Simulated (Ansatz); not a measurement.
AlNH$_{4}$F$_{2}$: nudged elastic band (part 2 of 2)

The same run, continued: AlNH$_{4}$F$_{2}$; RKS BLYP/def2-SVP (Ansatz 0.2.0). The run did not end well. It belongs to a series of runs on one base structure; here: band between the two ends.

Geometry of the input (Å):
```
Al 0.0090  -0.0317  0.2178
H  -0.2370  0.9241  1.4622
F  1.5525  -0.0486  -0.4865
F  -1.2709  -0.2786  -0.8681
N  0.0668  -1.9611  0.9648
H  -0.6696  -2.5162  0.5011
H  0.9769  -2.3808  0.7174
H  -0.0595  -2.0531  1.9839
```

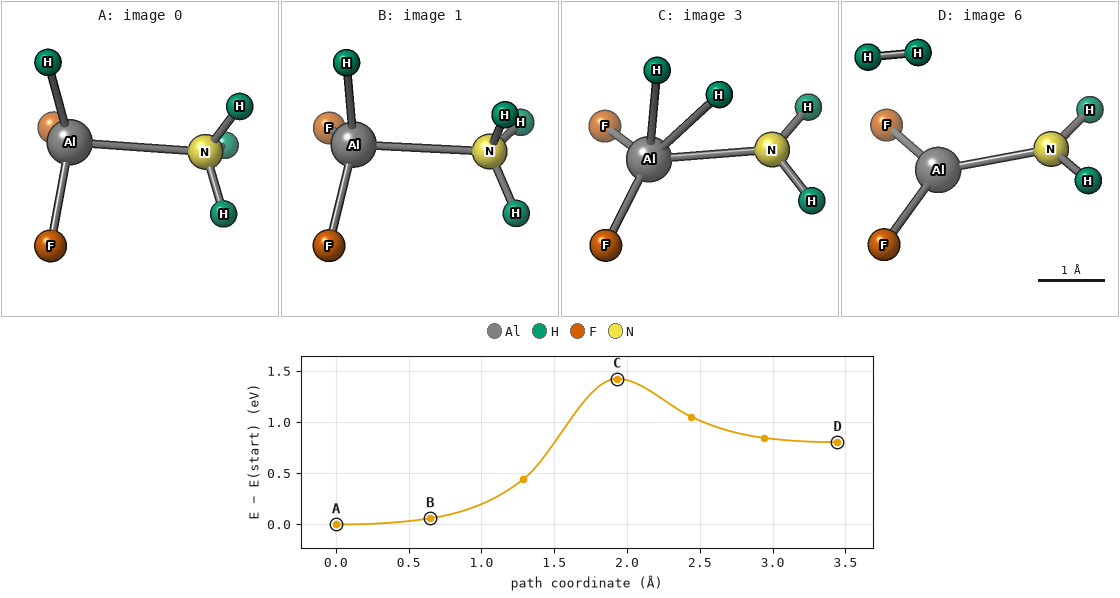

Figure 1. Images of the last band (counted from 0; ball-and-stick, seen at a tilt) above the energy along the path; the line is a cubic interpolation that uses the forces. The highest image is number 3, 1.424 eV above the start and 0.620 eV above the end (the climbing image); the end lies 0.804 eV above the start. The path is 3.44 Å long. The band had not converged after 60 iterations.

```
Unfinished report: {"positions_ang":[[0.09851060218575794,-0.3538890178532437,-0.012517505634923818],[-0.13227083280151303,0.06310269785042442,1.7327913594114754],[1.550673109914025,0.22786907911546475,-0.6143179492888601],[-1.3366127917141353,0.021276972255750874,-0.79177754558167],[0.06340194592426221,-2.059892054989158,0.8020622874688697],[-0.595325938709691,-2.807403271823161,0.5425412683373938],[0.9305549292346835,-2.4856837767206055,1.1573161763797104],[-0.21093102403338818,-0.9514806378354718,1.676602918908006]],"unchecked":["starts","cluster_reference","orbital_swaps","neighbouring_geometries","increment"],"mean_field":{"relativity":"none","state":{"energy":{"ev":-13580.867203801134,"hartree":-499.0876642972746},"converged":true,"gradient_ev":0.000011648895579274571,"stability":{"kind":"minimum","curvature_ev":90.32356614688061},"curvature_floor_ev":0.00030000000000000003,"spin_squared":-4.618527782440651e-14},"others":[],"fillings":{"estimated":0,"unestimated":0,"tried":0,"untried":0,"excluded_magnetic_sites":0},"n_dropped_functions":0,"n_trapped_functions":0,"passes":{"evaluations":3,"products":18},"factors":{"origin":"density fitting in generated functions","count":893,"bound_ev":null},"gradient_stop_ev":0.00009,"reference_kind":"stationary","functional":{"name":"BLYP","citations":["Becke, Phys. Rev. A 38, 3098 (1988) doi:10.1103/PhysRevA.38.3098","Lee, Yang & Parr, Phys. Rev. B 37, 785 (1988) doi:10.1103/PhysRevB.37.785"],"text":"name \"BLYP\"\ncite \"Becke, Phys. Rev. A 38, 3098 (1988) doi:10.1103/PhysRevA.38.3098\"\ncite \"Lee, Yang & Parr, Phys. Rev. B 37, 785 (1988) doi:10.1103/PhysRevB.37.785\"\nparameter beta = 0.0042\nparameter a = 0.04918\nparameter b = 0.132\nparameter c = 0.2533\nparameter d = 0.349\nexchange = b88_x(beta = beta)\ncorrelation = lyp_c(a = a, b = b, c = c, d = d)\n","parameters":{"a":{"value":0.04918,"default":0.04918},"b":{"value":0.132,"default":0.132},"beta":{"value":0.0042,"default":0.0042},"c":{"value":0.2533,"default":0.2533},"d":{"value":0.349,"default":0.349}},"final_grid":{"core_spheres":13.0,"valence_spheres":11.0,"degree":36.0},"final_grid_parameter_source":"default","radial_points_factor":1.0,"radial_grid_error_ev":9.346635839739679e-7,"grid_sensitivity":"normal","grid_sensitivity_ratio":0.0018663373341989008},"unsmoothed_excess_ev":-0.0003265768375518595,"symmetry":{"irreps":["A"],"axes":[[0.9999498551842079,-0.003814144705938639,0.009259558155970812],[0.00387333114126747,0.9999721305415221,-0.006382432617657129],[-0.009234956575519615,0.006417977906709111,0.9999367605687057]],"occupied":[{"A":21},{"A":21}]},"density_repulsion":{"missed_ev":0.00006363541627401872,"excess_ev":0.0000636354094594698,"most_excess_ev":0.0005459999999999999,"are_drawn_again":false,"n_first_factors":893,"energy_change_ev":0.0,"n_dropped_ends":0},"direct_passes":"host"},"factors":{"origin":"density fitting in generated functions","count":893,"bound_ev":null},"n_frozen":0,"n_occupied":[21,21],"n_virtual":[59,59],"reference":{"ev":-13580.867203801134,"hartree":-499.0876642972746},"total":{"ev":-13580.867203801134,"hartree":-499.0876642972746},"forces_ev_per_angstrom":[[-0.019883731521976547,-0.0010774813599225544,-0.0003181607508218072],[-0.03160308896268037,0.012074942390278951,-0.007918694699861591],[0.0035908560683313123,0.004037567236943596,0.0615146363637243],[0.004327469943302637,-0.014420206218561389,-0.05113309690465508],[0.015982247910042886,0.0011133781846585041,0.006394044745407941],[-0.04515284830196438,0.025337927183883977,0.07278364931573648],[0.0337117735314378,-0.031243844671899987,-0.09317187772069264],[0.03902732133582415,0.0041777172530862855,0.011849499651408696]],"charge_distribution":{"dipole_moment_e_ang":[0.03637530580846051,-0.6773160677303425,0.4333422257741969],"mulliken_charges_e":[0.8088053974753571,-0.20630750813434884,-0.3495495944990701,-0.3547471841574925,-0.3248811636751716,0.13213850824020912,0.12711896020310032,0.16742258454735015],"lowdin_charges_e":[-0.14643847874114613,-0.0527317074135254,-0.02040891627040864,-0.022081507596716676,0.08865355387364371,0.024612921110849006,0.02317561704269977,0.10521851799451565]},"n_threads":1,"memory_gib":1.7045454550534487,"seconds":{"hamiltonian":1.452555262,"orbitals":0.0,"second_order":0.0,"solver_start":0.0,"cycles":0.0,"cycle":0.0,"perturbative":0.0,"full_ci_increment":0.0,"forces":0.0}}
this run last wrote the band of iteration 60 to [file]
Error: NEB band did not converge after 60 iterations: max|band force component| = 1.17e-1 eV/Å (threshold 5.0e-2); raise `neb.max_iterations` in a new run, which can start from the last band evaluated (`neb.initial_path`, with `crystal.atoms` and `neb.final_atoms` set to its first and last images), add images, or start from endpoints closer to local minima. Where this run's directory can be resumed (`checkpoint.write`), a resume goes on for up to `neb.max_iterations` more; to start a new run from the last band, take its images' positions from the `neb_iteration` event of iteration 60 (`data.images[].positions_ang`), in the event stream of the run that computed that iteration (not this run's, if it was resumed behind it). With `checkpoint.write`, `steps/00-neb/state/checkpoint.json` in the run directory holds the last saved band, under `neb.evaluated.images[].positions_ang` (a band under a hybrid functional on support functions is neither saved nor resumed: `neb.initial_path` says where its path is): check the last entry of `neb.iterations` there, which is earlier than 60 if that iteration was not saved or its write failed. If the band's step has no `state` directory and holds `state.next`, a write was cut short, and the file is under `state.next` instead (behind a loss of power it can be under `state.prev`)
this run wrote the band of iteration 60 to [file] as well, whether or not its events were kept: a new run's `neb.initial_path` can list its `images[].positions_ang`
a run's events are kept only if it was started with --events-out <file>, and are in that file
```

## The last band as extended XYZ (Å, eV, eV/Å)
```
8
Properties=species:S:1:pos:R:3:forces:R:3 image=0 energy=-13582.29082
Al    0.0090   -0.0317    0.2178    0.0040  -0.0084  -0.0176
H    -0.2370    0.9241    1.4622   -0.0004  -0.0045   0.0057
F     1.5525   -0.0486   -0.4865   -0.0009   0.0025   0.0037
F    -1.2709   -0.2786   -0.8681   -0.0011   0.0017   0.0038
N     0.0668   -1.9611    0.9648   -0.0001   0.0060   0.0035
H    -0.6696   -2.5162    0.5011    0.0027   0.0027   0.0032
H     0.9769   -2.3808    0.7174   -0.0049   0.0022   0.0030
H    -0.0595   -2.0531    1.9839    0.0007  -0.0022  -0.0053
8
Properties=species:S:1:pos:R:3:forces:R:3 image=1 energy=-13582.23105
Al    0.0447   -0.0566    0.1553   -0.0113   0.0295   0.0310
H    -0.0873    0.6770    1.5629   -0.0010   0.1512  -0.0323
F     1.5191    0.0621   -0.6654   -0.0017  -0.0684   0.0174
F    -1.3319   -0.1526   -0.8256    0.0065  -0.0358   0.0004
N     0.0678   -1.9785    0.9219   -0.0125   0.0133   0.0192
H    -0.5453   -2.6613    0.4493    0.0134   0.0482  -0.0527
H     1.0026   -2.4035    1.0207    0.0170   0.0140  -0.0539
H    -0.3017   -1.8328    1.8736   -0.0104  -0.1520   0.0707
8
Properties=species:S:1:pos:R:3:forces:R:3 image=2 energy=-13581.84991
Al    0.0873   -0.1356    0.0838   -0.0341   0.4185   0.1859
H    -0.0750    0.3122    1.6371    0.0700   0.4866  -0.1862
F     1.5502    0.1932   -0.6821    0.0293  -0.1007  -0.0636
F    -1.3317   -0.0506   -0.8237    0.0352  -0.0978  -0.1096
N     0.0653   -2.0128    0.8682   -0.0651   0.0666   0.0959
H    -0.5790   -2.7581    0.5567   -0.0304   0.1615   0.0944
H     0.9520   -2.4404    1.1720    0.0681   0.0150  -0.0700
H    -0.3011   -1.4541    1.6807   -0.0730  -0.9497   0.0534
8
Properties=species:S:1:pos:R:3:forces:R:3 image=3 energy=-13580.86688
Al    0.0985   -0.3539   -0.0125   -0.0199  -0.0011  -0.0003
H    -0.1323    0.0631    1.7328   -0.0316   0.0121  -0.0079
F     1.5507    0.2279   -0.6143    0.0036   0.0040   0.0615
F    -1.3366    0.0213   -0.7918    0.0043  -0.0144  -0.0511
N     0.0634   -2.0599    0.8021    0.0160   0.0011   0.0064
H    -0.5953   -2.8074    0.5425   -0.0452   0.0253   0.0728
H     0.9306   -2.4857    1.1573    0.0337  -0.0312  -0.0932
H    -0.2109   -0.9515    1.6766    0.0390   0.0042   0.0118
8
Properties=species:S:1:pos:R:3:forces:R:3 image=4 energy=-13581.23787
Al    0.0937   -0.5280   -0.1109   -0.0079  -0.2599  -0.1578
H    -0.1070    0.1391    1.8835   -0.0447   0.1496   0.1573
F     1.5127    0.2572   -0.5297   -0.0412   0.0222   0.1524
F    -1.3398    0.0682   -0.7344    0.0066   0.0029   0.0022
N     0.0831   -2.1648    0.6397    0.0496  -0.1465  -0.2115
H    -0.5767   -2.9096    0.4071   -0.0247  -0.0988  -0.0253
H     0.9089   -2.5516    1.1069    0.0381  -0.1134  -0.1202
H    -0.2070   -0.6567    1.8306    0.0242   0.4437   0.2028
8
Properties=species:S:1:pos:R:3:forces:R:3 image=5 energy=-13581.44474
Al    0.0848   -0.6190   -0.1607   -0.0012  -0.0334  -0.0176
H    -0.1228    0.3401    1.9956   -0.0109   0.0753   0.0246
F     1.4828    0.2691   -0.3985   -0.0073   0.0037   0.0664
F    -1.3459    0.0214   -0.7457    0.0014  -0.0275  -0.0197
N     0.1276   -2.2709    0.4900    0.0127  -0.0400  -0.0561
H    -0.6057   -2.9719    0.3649   -0.0250  -0.0035   0.0327
H     0.9467   -2.6834    0.9427    0.0317  -0.0577  -0.0826
H    -0.1994   -0.4315    2.0044   -0.0013   0.0832   0.0524
8
Properties=species:S:1:pos:R:3:forces:R:3 image=6 energy=-13581.48656
Al    0.1024   -0.6654   -0.1241   -0.0033  -0.0099   0.0079
H    -0.2407    0.5145    1.9515   -0.0008   0.0090   0.0023
F     1.4995    0.2417   -0.2797   -0.0034   0.0072  -0.0052
F    -1.3361   -0.0083   -0.6699    0.0085   0.0040  -0.0071
N     0.1723   -2.3511    0.4163   -0.0088  -0.0006   0.0029
H    -0.6243   -2.9925    0.4133    0.0081   0.0021   0.0030
H     1.0316   -2.8480    0.6618   -0.0019  -0.0011  -0.0044
H    -0.2368   -0.2369    2.1236    0.0016  -0.0106   0.0006
```

## Outcome

| quantity | value |
| --- | --- |
| outcome | not converged |
| barrier, forward (band not converged) | 1.424 eV |
| barrier, backward | 0.620 eV |
| wall time | 7.9 min |
| peak memory | 0.11 GiB |

The run did not converge: “NEB band did not converge after 60 iterations: max|band force component| = 1.17e-1 eV/Å (threshold 5.0e-2); raise `neb.max_iterations` in a new run, which can start from the last band evaluated (`neb.initial_path`, with `crystal.atoms` and `neb.final_atoms` set to its first and last images), add images, or start from endpoints closer to local minima …” Its last values are not results.
